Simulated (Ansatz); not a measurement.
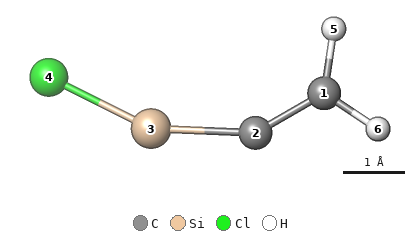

The structure as given in the input (ball-and-stick view, seen on its broad side; atoms are numbered from 1 in the order of the input). Bond lengths as drawn: Cl–Si 1.92 Å, C–C 1.32 Å, C–H 1.08 Å and C–Si 1.75 Å.

# Geometry relaxation, with input and output: C$_{2}$H$_{2}$ClSi (charge +1)

- system: C$_{2}$H$_{2}$ClSi, charge +1
- method: RKS B3LYP-D4/def2-SVP (Ansatz 0.2.0)

It belongs to a series of runs on one base structure; here: end point B relaxed. Figures and captions count atoms from 1; the log counts them from 0 in places.

## Input file
```yaml
crystal:
  periodic: [false, false, false]
  atoms:
    - { symbol: C, position_ang: [-0.26716, 1.2933, 0.00633] }
    - { symbol: C, position_ang: [0.12947, 0.07661, -0.31041] }
    - { symbol: Si, position_ang: [0.28175, -1.60182, 0.17233] }
    - { symbol: Cl, position_ang: [0.16513, -3.0979, 1.36287] }
    - { symbol: H, position_ang: [-0.70942, 1.62845, 0.93583] }
    - { symbol: H, position_ang: [-0.13704, 2.06023, -0.74968] }
total_charge: 1
basis:
  gaussian: { orbitals: def2-SVP }
hamiltonian:
  xc: b3lyp
  dispersion: d4
relax:
  f_tol: 0.015
  max_steps: 40
```

Hardware: 1 thread of Arm Neoverse V1, 24 GiB of memory available, shared host.

Run as:
```bash
ansatz run input.yaml --threads 1 --pin off --max-ram 2048MiB --backend cpu --events-out ev --progress --plain --runs-dir out
```

## What the program printed
```
The last accepted step is kept in [file] (removed where the run ends without a failure and the disk answers)
Engine: ansatz 0.2.0, aarch64-unknown-linux-gnu
Functional definition: B3LYP
  parameter a0 = 0.2
  parameter ax = 0.72
  parameter ac = 0.81
  exchange = (1 - a0 - ax)*slater_x + ax*b88_x + a0*exact_x
  correlation = (1 - ac)*vwn_rpa_c + ac*lyp_c
780 factors; integrals over basis functions are off by at most 3.1e-4 eV
mean field evaluation 1: about -22470.8226 eV, gradient 7.1e1 eV
mean field evaluation 2: about -22330.2509 eV, gradient 1.8e2 eV
mean field evaluation 4: about -22486.0469 eV, gradient 2.1e1 eV
mean field evaluation 8: about -22487.6409 eV, gradient 2.1e-1 eV
mean field evaluation 16: about -22487.6546 eV, gradient 1.2e-4 eV
mean field -22487.65461147 eV, -826.4060642917 hartree, gradient 2.0e-5 eV, S^2 0.000000; 0 other end points of the search recorded, 0 dependent functions left out
the calculation of the forces begins
reference -22487.65483841 eV, -826.4060726316 hartree; 22, 22 occupied and 52, 52 virtual orbitals, 780 factors
relax step   1: F+E_penalty+E_count = -22487.85593466 eV  Δ(F+E_penalty+E_count) = +0.000e0 eV  max|allowed force component| = 5.005e0 eV/Å  Δτ_max = 0.0000 Å  (30 SCF iters, accepted)
these checks for a lower state are left out or cut short: starts, cluster_reference, orbital_swaps, neighbouring_geometries, increment
780 factors; integrals over basis functions are off by at most 3.8e-4 eV
mean field -22488.19405622 eV, -826.4258885207 hartree, gradient 2.1e-5 eV, S^2 0.000000; 0 other end points of the search recorded, 0 dependent functions left out
[... from here on the field's lines of each further geometry are left out, up to the last ...]
relax step   2: F+E_penalty+E_count = -22488.39364780 eV  Δ(F+E_penalty+E_count) = -5.377e-1 eV  max|allowed force component| = 1.911e0 eV/Å  Δτ_max = 0.1687 Å  (34 SCF iters, accepted)
relax step   3: F+E_penalty+E_count = -22488.62517901 eV  Δ(F+E_penalty+E_count) = -2.315e-1 eV  max|allowed force component| = 2.496e0 eV/Å  Δτ_max = 0.1936 Å  (33 SCF iters, accepted)
relax step   4: F+E_penalty+E_count = -22488.79657195 eV  Δ(F+E_penalty+E_count) = -1.714e-1 eV  max|allowed force component| = 4.078e-1 eV/Å  Δτ_max = 0.2000 Å  (32 SCF iters, accepted)
relax step   5: F+E_penalty+E_count = -22488.83199240 eV  Δ(F+E_penalty+E_count) = -3.542e-2 eV  max|allowed force component| = 7.480e-1 eV/Å  Δτ_max = 0.0646 Å  (32 SCF iters, accepted)
relax step   6: F+E_penalty+E_count = -22489.07039276 eV  Δ(F+E_penalty+E_count) = -2.384e-1 eV  max|allowed force component| = 2.145e0 eV/Å  Δτ_max = 0.1949 Å  (37 SCF iters, accepted)
relax step   7: F+E_penalty+E_count = -22489.34388288 eV  Δ(F+E_penalty+E_count) = -2.735e-1 eV  max|allowed force component| = 2.572e0 eV/Å  Δτ_max = 0.1954 Å  (36 SCF iters, accepted)
relax step   8: F+E_penalty+E_count = -22489.62989050 eV  Δ(F+E_penalty+E_count) = -2.860e-1 eV  max|allowed force component| = 1.688e0 eV/Å  Δτ_max = 0.1946 Å  (36 SCF iters, accepted)
relax step   9: F+E_penalty+E_count = -22489.61093887 eV  Δ(F+E_penalty+E_count) = +1.895e-2 eV  max|allowed force component| = 1.818e0 eV/Å  Δτ_max = 0.1988 Å  (33 SCF iters, rejected (line search))
relax step  10: F+E_penalty+E_count = -22489.71145959 eV  Δ(F+E_penalty+E_count) = -8.157e-2 eV  max|allowed force component| = 6.886e-1 eV/Å  Δτ_max = 0.0994 Å  (31 SCF iters, accepted)
relax step  11: F+E_penalty+E_count = -22489.74993168 eV  Δ(F+E_penalty+E_count) = -3.847e-2 eV  max|allowed force component| = 4.319e-1 eV/Å  Δτ_max = 0.0975 Å  (31 SCF iters, accepted)
relax step  12: F+E_penalty+E_count = -22489.75480531 eV  Δ(F+E_penalty+E_count) = -4.874e-3 eV  max|allowed force component| = 6.227e-1 eV/Å  Δτ_max = 0.0762 Å  (33 SCF iters, accepted)
relax step  13: F+E_penalty+E_count = -22489.74157082 eV  Δ(F+E_penalty+E_count) = +1.323e-2 eV  max|allowed force component| = 1.982e-1 eV/Å  Δτ_max = 0.1463 Å  (32 SCF iters, rejected (line search))
relax step  14: F+E_penalty+E_count = -22489.76729641 eV  Δ(F+E_penalty+E_count) = -1.249e-2 eV  max|allowed force component| = 3.507e-1 eV/Å  Δτ_max = 0.0726 Å  (31 SCF iters, accepted)
relax step  15: F+E_penalty+E_count = -22489.76972841 eV  Δ(F+E_penalty+E_count) = -2.432e-3 eV  max|allowed force component| = 1.670e-1 eV/Å  Δτ_max = 0.0141 Å  (31 SCF iters, accepted)
relax step  16: F+E_penalty+E_count = -22489.76986012 eV  Δ(F+E_penalty+E_count) = -1.317e-4 eV  max|allowed force component| = 9.581e-2 eV/Å  Δτ_max = 0.0192 Å  (31 SCF iters, accepted)
the calculation of the forces begins
reference -22489.56386410 eV, -826.4762280317 hartree; 22, 22 occupied and 52, 52 virtual orbitals, 780 factors
relax step  17: F+E_penalty+E_count = -22489.77060964 eV  Δ(F+E_penalty+E_count) = -7.495e-4 eV  max|allowed force component| = 1.356e-2 eV/Å  Δτ_max = 0.0112 Å  (32 SCF iters, accepted)
```

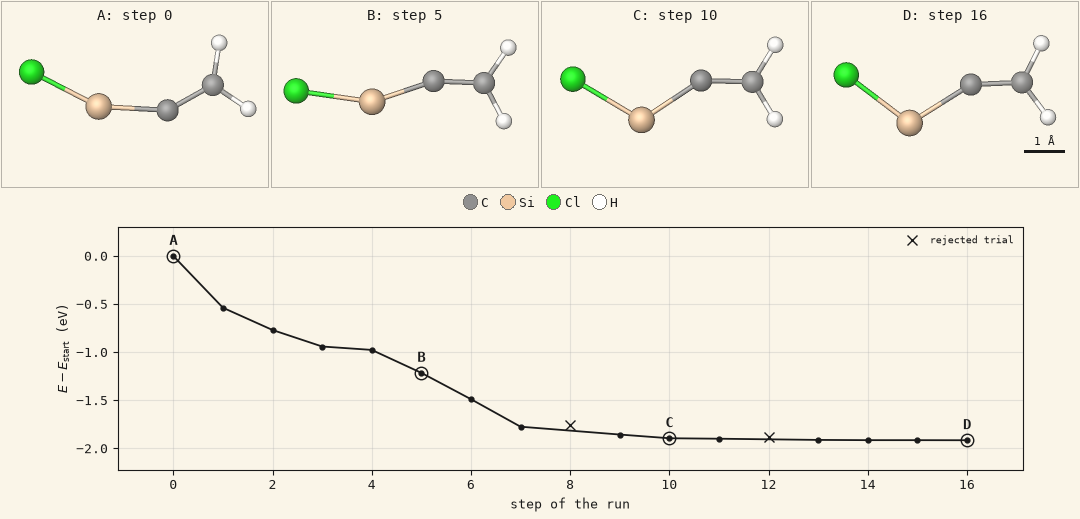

Frames of the relaxation (ball-and-stick view, seen at a tilt) above the curves, on which the letters mark them (the first geometry is step 0 here and step 1 in the log).

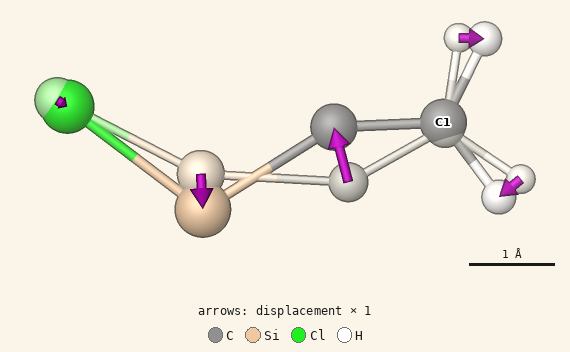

Start (faint) and end (solid) with the displacements as pink arrows, at true length (ball-and-stick view, seen at a tilt). The two geometries are laid on each other by the best rigid fit. C2 moves most after the best rigid fit: 0.68 Å. By element the largest moves are C 0.68 Å, Si 0.42 Å, H 0.34 Å, Cl 0.14 Å. Distances before and after: Si3–Cl4 1.916 → 2.018 Å, C2–Si3 1.753 → 1.840 Å, C1–H5 1.083 → 1.107 Å, C1–H6 1.085 → 1.104 Å. Among the angles that change: C2–Si3–Cl4 156.0° → 110.7°, C2–C1–H5 127.9° → 118.9°, C2–C1–H6 116.7° → 124.2°. The energy falls by 1.915 eV in 16 geometry steps. The largest force component goes from 5 to 0.014 eV/Å. The line search rejected the trial steps at points 8, 12 (counted from 0) and went back. (Atoms are counted from 1 in the order of the input.)

```
780 factors; integrals over basis functions are off by at most 3.8e-4 eV
mean field -22489.56365170 eV, -826.4762202261 hartree, gradient 2.4e-5 eV, S^2 0.000000; 1 other end points of the search recorded, 0 dependent functions left out
the calculation of the forces begins
reference -22489.56386410 eV, -826.4762280317 hartree; 22, 22 occupied and 52, 52 virtual orbitals, 780 factors
Total energy: -22489.77082204 eV, -826.4838335958 hartree
Atom 0 at    -0.296757     1.283348     0.068013 Å, force    -0.007710     0.013556    -0.003668 eV/Å
Atom 1 at    -0.119925     0.018890     0.315462 Å, force     0.008097    -0.007739    -0.006996 eV/Å
Atom 2 at     0.525140    -1.631775    -0.177567 Å, force    -0.006386     0.003189     0.009414 eV/Å
Atom 3 at     0.132516    -3.006550     1.246592 Å, force     0.000896    -0.001889    -0.000251 eV/Å
Atom 4 at    -0.824619     1.905683     0.815639 Å, force     0.006058    -0.011275    -0.003589 eV/Å
Atom 5 at     0.046375     1.789275    -0.850869 Å, force    -0.000955     0.004159     0.005092 eV/Å
Dipole moment:    -0.026283     0.988231    -0.415020 e Å
```

## Trajectory as extended XYZ (Å, eV, eV/Å), 17 frames, from step=1 to step=17
```
6
Properties=species:S:1:pos:R:3:forces:R:3 step=1 energy=-22487.85593
C    -0.2672    1.2933    0.0063    0.4621   1.0487  -1.7632
C     0.1295    0.0766   -0.3104   -0.0605  -5.0054   2.7087
Si    0.2818   -1.6018    0.1723   -0.1516   4.9261  -2.1333
Cl    0.1651   -3.0979    1.3629    0.0261  -1.4738   0.7463
H    -0.7094    1.6284    0.9358   -0.2109  -0.2271   0.7002
H    -0.1370    2.0602   -0.7497   -0.0651   0.7314  -0.2586
6
Properties=species:S:1:pos:R:3:forces:R:3 step=2 energy=-22488.39365
C    -0.2749    1.3292   -0.0152    0.6203   0.0702  -1.2968
C     0.0897    0.0512   -0.1932   -0.4522  -1.7310   1.9112
Si    0.2582   -1.5652    0.2381   -0.1592   1.5689  -0.3593
Cl    0.2169   -3.2441    1.2963    0.1153   0.2082  -0.4335
H    -0.7146    1.7247    0.9095   -0.0443  -0.2437   0.1769
H    -0.1126    2.0631   -0.8182   -0.0798   0.1274   0.0015
6
Properties=species:S:1:pos:R:3:forces:R:3 step=3 energy=-22488.62518
C    -0.2300    1.3641   -0.0253   -0.2680  -0.9188  -0.5255
C     0.0388    0.0326   -0.0166   -0.4687   2.4956   0.2126
Si    0.1931   -1.5136    0.3595    0.2525  -2.1737   0.7229
Cl    0.2898   -3.3537    1.1544   -0.0021   0.8447  -0.5559
H    -0.7283    1.8106    0.8579    0.2970  -0.0091  -0.1465
H    -0.1005    2.0189   -0.9126    0.1893  -0.2388   0.2925
6
Properties=species:S:1:pos:R:3:forces:R:3 step=4 energy=-22488.79657
C    -0.2709    1.3706   -0.0172    0.0207  -0.1963  -0.1354
C    -0.0543    0.0581    0.1585   -0.1295   0.0736   0.3126
Si    0.1660   -1.5334    0.4653   -0.0074   0.4078  -0.1727
Cl    0.3727   -3.4189    0.9875   -0.0058   0.0896  -0.0453
H    -0.7193    1.9887    0.7879    0.1381  -0.1950  -0.1765
H    -0.0315    1.8938   -0.9649   -0.0161  -0.1796   0.2173
6
Properties=species:S:1:pos:R:3:forces:R:3 step=5 energy=-22488.83199
C    -0.2780    1.3564   -0.0019   -0.0032   0.6268  -0.4503
C    -0.0691    0.0711    0.2109   -0.1334  -0.3974   0.7480
Si    0.2107   -1.5125    0.4316    0.1250  -0.1206  -0.4802
Cl    0.3480   -3.3889    0.9677    0.0072  -0.1804   0.1781
H    -0.7189    2.0035    0.7710   -0.0167  -0.0217   0.0500
H    -0.0299    1.8293   -0.9620    0.0211   0.0934  -0.0456
6
Properties=species:S:1:pos:R:3:forces:R:3 step=6 energy=-22489.07039
C    -0.2735    1.3331    0.0515   -0.3172   2.1454  -1.3779
C    -0.1300    0.1063    0.3927   -0.2322  -1.7501   2.0998
Si    0.3020   -1.4854    0.2893    0.5880  -0.3068  -1.4948
Cl    0.3113   -3.3208    0.9313   -0.1256  -0.6772   0.7133
H    -0.7302    2.0734    0.7142   -0.0951   0.1790   0.2396
H    -0.0169    1.6523   -0.9618    0.1821   0.4097  -0.1799
6
Properties=species:S:1:pos:R:3:forces:R:3 step=7 energy=-22489.34388
C    -0.3022    1.3096    0.0574   -0.1495   2.5724  -1.4910
C    -0.1204    0.1112    0.4316   -0.1209  -2.2327   2.1823
Si    0.4644   -1.4686    0.1820    0.5450  -1.1365  -1.2208
Cl    0.1988   -3.2747    0.9756   -0.0835   0.1836   0.4186
H    -0.7410    2.0513    0.7276   -0.3447   0.2420   0.2001
H    -0.0369    1.6300   -0.9570    0.1535   0.3711  -0.0891
6
Properties=species:S:1:pos:R:3:forces:R:3 step=8 energy=-22489.62989
C    -0.3024    1.2909    0.0877   -0.3283   1.6881  -0.7345
C    -0.1522    0.1047    0.5538    0.4086  -1.5408   0.4436
Si    0.5590   -1.4790    0.0123   -0.1857  -0.8171   0.0955
Cl    0.1474   -3.2031    1.0104    0.1326   0.6102  -0.1138
H    -0.7851    2.0767    0.7002   -0.0644  -0.0465  -0.0755
H    -0.0040    1.5687   -0.9471    0.0372   0.1061   0.3847
6
Properties=species:S:1:pos:R:3:forces:R:3 step=9 energy=-22489.61094 accepted=F
C    -0.3203    1.3253    0.0523    0.5596  -1.1242   0.0303
C    -0.1011    0.0500    0.4056   -0.5353   1.8179  -0.0780
Si    0.5437   -1.5741   -0.0208   -0.1381  -1.0273   0.1998
Cl    0.1484   -3.2437    1.1425    0.1939   1.1703  -0.5208
H    -0.8087    2.0342    0.7732    0.1132  -0.4961  -0.3396
H     0.0008    1.7671   -0.9355   -0.1932  -0.3406   0.7084
6
Properties=species:S:1:pos:R:3:forces:R:3 step=10 energy=-22489.71146
C    -0.3010    1.3008    0.0831   -0.1501   0.5808  -0.1844
C    -0.1457    0.0834    0.5037    0.1656  -0.6886   0.0718
Si    0.5011   -1.5255   -0.0538   -0.0390  -0.4175   0.0983
Cl    0.1796   -3.1695    1.0794    0.0307   0.3645  -0.0796
H    -0.8102    2.0451    0.7214   -0.0054   0.0249  -0.0240
H     0.0389    1.6246   -0.9165   -0.0019   0.1358   0.1179
6
Properties=species:S:1:pos:R:3:forces:R:3 step=11 energy=-22489.74993
C    -0.3105    1.2952    0.0742    0.1544  -0.2353   0.0724
C    -0.1251    0.0474    0.4227   -0.1092   0.3089  -0.0735
Si    0.5095   -1.5676   -0.1083    0.0078  -0.4319   0.1027
Cl    0.1608   -3.1111    1.1552    0.0457   0.2810  -0.1393
H    -0.8159    1.9942    0.7618   -0.0696   0.0123   0.0330
H     0.0438    1.7007   -0.8882   -0.0290   0.0650   0.0046
6
Properties=species:S:1:pos:R:3:forces:R:3 step=12 energy=-22489.75481
C    -0.2751    1.3029    0.0835   -0.1762  -0.6166  -0.1369
C    -0.1098    0.0293    0.3536   -0.1143   0.6227   0.0476
Si    0.4914   -1.6153   -0.1515    0.0856  -0.1817   0.0261
Cl    0.1579   -3.0663    1.2168   -0.0089   0.1695  -0.0940
H    -0.8450    1.9435    0.7831    0.1428  -0.0225   0.0743
H     0.0433    1.7648   -0.8682    0.0710   0.0286   0.0829
6
Properties=species:S:1:pos:R:3:forces:R:3 step=13 energy=-22489.74157 accepted=F
C    -0.3058    1.2844    0.0691    0.0706  -0.1642   0.1643
C    -0.0369    0.0532    0.3941    0.0802  -0.0554  -0.1123
Si    0.6312   -1.5946   -0.1141   -0.1981   0.0230  -0.0059
Cl    0.0337   -3.0376    1.1635    0.0923   0.0156   0.0500
H    -0.7979    1.9331    0.8143   -0.1387   0.0443  -0.0143
H    -0.0616    1.7204   -0.9096    0.0937   0.1367  -0.0818
6
Properties=species:S:1:pos:R:3:forces:R:3 step=14 energy=-22489.76730
C    -0.3079    1.2841    0.0626    0.1803  -0.2472   0.1497
C    -0.1003    0.0188    0.3153   -0.1430   0.3507  -0.0487
Si    0.5307   -1.6369   -0.1753    0.0051   0.0356  -0.0275
Cl    0.1235   -3.0094    1.2461   -0.0004  -0.0040   0.0160
H    -0.8231    1.9086    0.8231    0.0252  -0.1104  -0.1162
H     0.0398    1.7937   -0.8545   -0.0672  -0.0246   0.0266
6
Properties=species:S:1:pos:R:3:forces:R:3 step=15 energy=-22489.76973
C    -0.2977    1.2840    0.0683    0.0139  -0.0948   0.0708
C    -0.0985    0.0221    0.3266   -0.0518   0.1670  -0.0357
Si    0.5332   -1.6296   -0.1724    0.0054   0.0228  -0.0286
Cl    0.1195   -3.0093    1.2376   -0.0002  -0.0364   0.0361
H    -0.8264    1.9088    0.8170    0.0438  -0.0632  -0.0678
H     0.0326    1.7828   -0.8598   -0.0112   0.0046   0.0252
6
Properties=species:S:1:pos:R:3:forces:R:3 step=16 energy=-22489.76986
C    -0.2968    1.2806    0.0694    0.0090  -0.0377  -0.0007
C    -0.1098    0.0165    0.3121   -0.0308   0.0555   0.0270
Si    0.5300   -1.6343   -0.1784    0.0073  -0.0123  -0.0143
Cl    0.1254   -3.0033    1.2480    0.0022  -0.0088   0.0068
H    -0.8231    1.9064    0.8121   -0.0353  -0.0153   0.0771
H     0.0370    1.7930   -0.8459    0.0477   0.0186  -0.0958
6
Properties=species:S:1:pos:R:3:forces:R:3 step=17 energy=-22489.77061
C    -0.2968    1.2833    0.0680   -0.0077   0.0136  -0.0037
C    -0.1199    0.0189    0.3155    0.0081  -0.0077  -0.0070
Si    0.5251   -1.6318   -0.1776   -0.0064   0.0032   0.0094
Cl    0.1325   -3.0065    1.2466    0.0009  -0.0019  -0.0003
H    -0.8246    1.9057    0.8156    0.0061  -0.0113  -0.0036
H     0.0464    1.7893   -0.8509   -0.0010   0.0042   0.0051
```

## Summary

- outcome: converged
- total energy: −22489.7708 eV
- mean-field energy: −22489.5639 eV
- largest force (length of the vector) at the end: 0.016 eV/Å
- wall time: 44 s
- peak memory: 0.14 GiB
